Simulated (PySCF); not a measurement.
```xyz
11

Hg    0.0000    0.0000    0.1047
B     2.1650    0.0478    0.8542
H     3.2487   -0.0655    0.3092
H     1.8747   -0.9428    1.5054
H     1.7389   -0.0094   -0.4149
H     1.9818    1.1412    1.3558
B    -2.1650   -0.0478    0.8542
H    -3.2487    0.0655    0.3092
H    -1.8747    0.9428    1.5054
H    -1.7389    0.0094   -0.4149
H    -1.9818   -1.1412    1.3558
```

Core potentials replace the inner electrons of Hg.

The calculation used PySCF 2.14.0, RKS PBE0, Hg def2-SVP with ECP60, B def2-SVP, H def2-SVP; non-relativistic Hamiltonian with scalar-relativistic core potentials where named; density fitting.

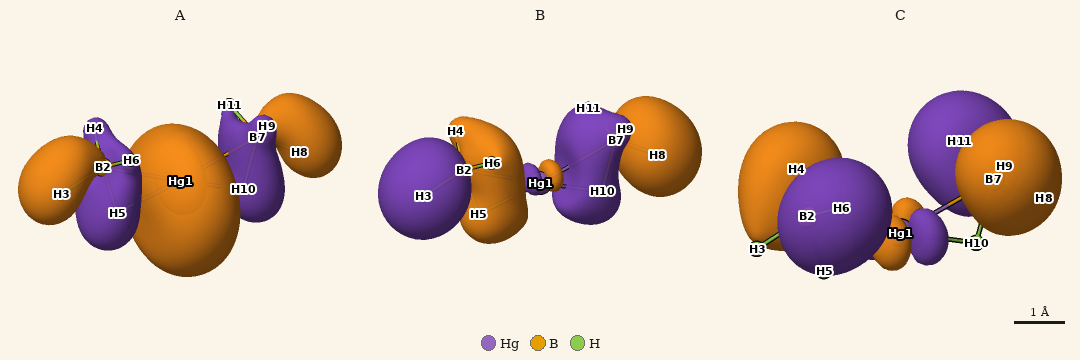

B₂H₈Hg (Hg(BH4)2). Three frontier orbitals at ±0.08 Å⁻³ᐟ² (orange and purple are the two phases), in no order.

**Which picture is the HOMO−1, the HOMO and the LUMO?**

C is the HOMO−1 (−9.28 eV). By Hirshfeld shares it lies mainly on B2 (about 20 %), B7 (about 20 %), H6 (about 15 %), H11 (about 15 %), H9 (about 10 %) and H4 (about 10 %). B is the HOMO (−8.97 eV). Its weight (Hirshfeld) is mainly on B2 (about 20 %), B7 (about 20 %), H8 (about 20 %), H3 (about 20 %) and Hg1 (about 10 %). A is the LUMO (−1.49 eV). Its weight (Hirshfeld) is mainly on Hg1 (about 45 %), B2 (about 10 %), B7 (about 10 %), H5 (about 10 %) and H10 (about 10 %).

**What is the HOMO–LUMO gap?**

7.48 eV between the orbital energies.
